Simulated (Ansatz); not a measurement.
**A computed series for Hf: response to strain**

The parent structure is Hf in the hcp (Mg type) structure (space group P6_3/mmc, No. 194; a = 3.1983 Å, c = 5.0488 Å; relaxed with 0.1 eV smearing). Axes: x lies along a and z along c of the hexagonal cell.

Strains are applied to the cell and any free atomic positions relax; under biaxial strain the out-of-plane vector relaxes too.

Level of theory: Ansatz (a program for electronic structure) r2SCAN, without spin-orbit coupling.

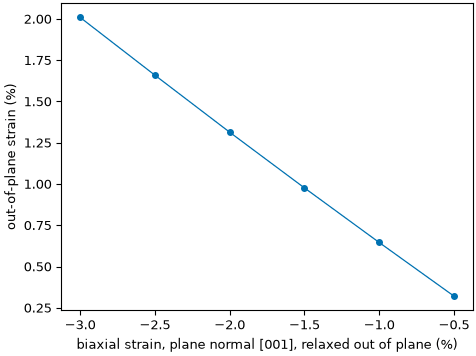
Fig. 1. Out-of-plane strain against biaxial strain, plane normal [001], relaxed out of plane

Task: From the plot, what is the out-of-plane strain for biaxial strain −1.00 %, plane normal [001], relaxed out of plane?

Result: About 0.6 %.

Task: Is the trend monotonic over the range shown?

Result: Yes, it falls throughout, spanning +0.32 % to +2.01 %.

Whether these cells are dynamically stable was not tested. The final runs are not spin-polarised.
